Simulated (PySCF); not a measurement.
**AlHBr2O (SMILES [OH][Al]([Br])[Br]) at 3 levels**

Wanted: a comparison of 3 runs (BLYP/def2-SVP, B3LYP/6-31G*, B3LYP/pcseg-2) of AlHBr2O. Input form: a Python script.

Program for the calculation: PySCF 2.14.0.

2 further runs of the same task are left out: 2 for a known fault of the program.

**1. The molecule**

The species is AlHBr2O (5 atoms), meant as a singlet with charge 0. SMILES: `[OH][Al]([Br])[Br]`. Geometry: a GFN2-xTB relaxation, a rough one for these elements and not checked as a minimum.

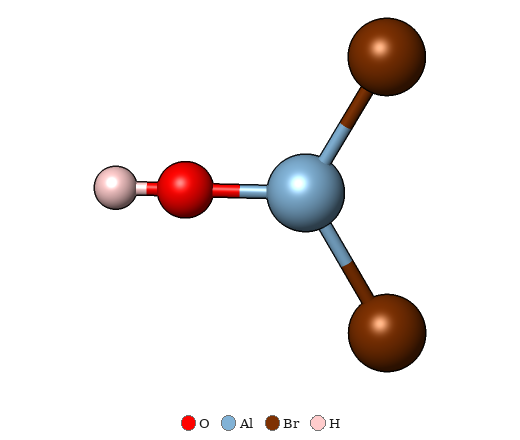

Viewed from a chosen angle; oxygen red, aluminium light blue, bromine brown, hydrogen pink.

**2. Energy and gradient at BLYP/def2-SVP (run 1)**

Contents of mol.xyz:

```xyz
5

O      0.081660     1.225430     0.088610
Al    -0.027210    -0.398300    -0.028710
Br     1.472350    -1.685070     1.036140
Br    -1.675000    -1.308210    -1.251370
H      0.148190     2.166150     0.155330
```

Contents of input.py:

```python
# [OH][Al]([Br])[Br]
import pyscf.grad
from pyscf import gto, dft

molecule = gto.M(
    atom='mol.xyz',
    charge=0,
    verbose=3,
    basis='def2-svp',
    max_memory=1860,
)

mf = dft.RKS(molecule)
mf.xc = 'blyp'
mf.conv_tol = 1e-10
mf.grids.level = 5
mf.kernel()
if not mf.converged:
    mf = mf.newton().run(mf.mo_coeff, mf.mo_occ)

e_tot = mf.e_tot
print('E(%s) = %.9f' % ('BLYP', e_tot))
grad = mf.Gradients().kernel()
mf.analyze()
```

On the command line:

```console
$ OMP_NUM_THREADS=1 python input.py
```

Standard output:

```text
converged SCF energy = -5466.02798647304
[... 14 lines left out ...]
MO #5   energy= -55.7324812761643  occ= 2
[... 11 lines left out ...]
MO #17  energy= -6.26013025153461  occ= 2
[... 11 lines left out ...]
MO #29  energy= -2.47138892486325  occ= 2
[... 11 lines left out ...]
MO #41  energy= -0.297212971463114 occ= 2
[... 11 lines left out ...]
MO #53  energy= 0.211129782200193  occ= 0
[... 11 lines left out ...]
MO #65  energy= 0.49848683563204   occ= 0
[... 11 lines left out ...]
MO #77  energy= 0.924167789334755  occ= 0
[... 11 lines left out ...]
MO #89  energy= 2.89288163220975   occ= 0
[... 11 lines left out ...]
MO #101 energy= 3.63857055551591   occ= 0
[... 6 lines left out ...]
Dipole moment(X, Y, Z, Debye):  0.15488,  2.21278,  0.15648
```

Wall time 34 s (1 thread of Intel Xeon at 2.70GHz, shared host); peak memory 1 GiB.

**3. Energy and gradient at B3LYP/6-31G(d) (Cartesian functions) (run 2)**

Contents of calc.py:

```python
import pyscf.grad
from pyscf import gto, dft

mol = gto.Mole()
mol.atom = '''
O      0.154315     2.315727     0.167449
Al    -0.051419    -0.752678    -0.054254
Br     2.782338    -3.184321     1.958021
Br    -3.165291    -2.472159    -2.364747
H      0.280039     4.093430     0.293531
'''
mol.verbose = 4
mol.cart = True
mol.spin = 0
mol.unit = 'bohr'
mol.basis = '6-31g*'
mol.max_memory = 1860
mol.build()

calc0 = dft.RKS(mol, xc='b3lyp')
calc0.conv_tol = 1e-10
calc0.grids.level = 5
calc0.kernel()
if not calc0.converged:
    calc0 = calc0.newton().run(calc0.mo_coeff, calc0.mo_occ)

energy = calc0.e_tot
print('Final energy', energy)
grad = calc0.Gradients().kernel()
calc0.analyze()
```

On the command line:

```console
$ OMP_NUM_THREADS=1 python calc.py
```

Standard output:

```text
PySCF version 2.14.0

[... 77 lines left out ...]
Final energy -5466.20359676322
[... 28 lines left out ...]
MO #8   energy= -56.3369908745972  occ= 2
[... 13 lines left out ...]
MO #22  energy= -2.76314566775185  occ= 2
[... 13 lines left out ...]
MO #36  energy= -0.780844978136881 occ= 2
[... 13 lines left out ...]
MO #50  energy= 0.0774446426113984 occ= 0
[... 13 lines left out ...]
MO #64  energy= 0.400105786903874  occ= 0
[... 13 lines left out ...]
MO #78  energy= 0.95482284230469   occ= 0
[... 13 lines left out ...]
MO #92  energy= 3.67915917862356   occ= 0
[... 13 lines left out ...]
MO #106 energy= 90.4749617541571   occ= 0
[... 114 lines left out ...]
Dipole moment(X, Y, Z, Debye):  0.17007,  2.43124,  0.17185
```

It took 45 s on 1 thread of Intel Xeon at 2.70GHz, shared host; peak memory 1.1 GiB.

**4. Energy and forces at B3LYP/pcseg-2 (run 3)**

Contents of job.py:

```python
import pyscf.grad
from pyscf import gto, dft

mol = gto.M(
    atom=[
    ('O', (0.081660, 1.225430, 0.088610)),
    ('Al', (-0.027210, -0.398300, -0.028710)),
    ('Br', (1.472350, -1.685070, 1.036140)),
    ('Br', (-1.675000, -1.308210, -1.251370)),
    ('H', (0.148190, 2.166150, 0.155330)),
],
    basis='pcseg-2',
    verbose=4,
    max_memory=1860,
)

mf = dft.RKS(mol)
mf.xc = 'b3lyp'
mf.grids.level = 5
mf.conv_tol = 1e-10
mf.kernel()
if not mf.converged:
    mf = mf.newton().run(mf.mo_coeff, mf.mo_occ)

e_tot = mf.e_tot
print('E = %.10f Eh' % e_tot)
grad = mf.Gradients().kernel()
mf.analyze()
```

On the command line:

```console
$ OMP_NUM_THREADS=1 python job.py
```

Standard output:

```text
PySCF version 2.14.0

[... 99 lines left out ...]
MO #4   energy= -62.434803149667   occ= 2
[... 19 lines left out ...]
MO #24  energy= -2.73950033365966  occ= 2
[... 19 lines left out ...]
MO #44  energy= -0.321330284905416 occ= 2
[... 19 lines left out ...]
MO #64  energy= 0.327531070889894  occ= 0
[... 19 lines left out ...]
MO #84  energy= 0.927706873785036  occ= 0
[... 19 lines left out ...]
MO #104 energy= 1.49428486667111   occ= 0
[... 19 lines left out ...]
MO #124 energy= 1.94780823227607   occ= 0
[... 19 lines left out ...]
MO #144 energy= 3.96940864899731   occ= 0
[... 19 lines left out ...]
MO #164 energy= 10.3285830390555   occ= 0
[... 172 lines left out ...]
Dipole moment(X, Y, Z, Debye):  0.14611,  2.07651,  0.14639
```

It took 3.6 min on 1 thread of Intel Xeon at 2.70GHz, shared host; peak memory 2.1 GiB.

**5. Overview of the runs**

```
run                               level  Cartesian functions   energy (Eh)  dipole moment (D)  HOMO energy (eV)  LUMO energy (eV)  wall time
  1                       BLYP/def2-SVP                   no  -5466.027986               2.22             -6.66             -1.56       34 s
  2  B3LYP/6-31G* (Cartesian functions)                  yes  -5466.203597               2.44             -8.05             -1.36       45 s
  3                       B3LYP/pcseg-2                   no  -5466.982999               2.09             -8.19             -1.42    3.6 min
```

**6. What came out**

| quantity | value |
| --- | --- |
| run 3: total energy | -5466.98300 Eh |
| run 3: dipole moment | 2.09 D |
| run 3: HOMO energy | -8.19 eV |
| run 3: LUMO energy | -1.42 eV |
| run 3: HOMO–LUMO gap | 6.78 eV |
| run 3: largest force on an atom | 0.268 eV/Å |

In words: The dipole moment (its size) runs from 2.09 D (B3LYP/pcseg-2) to 2.44 D (B3LYP/6-31G*). The HOMO–LUMO gap runs from 5.10 eV (BLYP/def2-SVP) to 6.78 eV (B3LYP/pcseg-2). The two ends differ in method and basis. Totals of different functionals can't be ranked against each other. All runs together took 5 min, the longest 3.6 min.
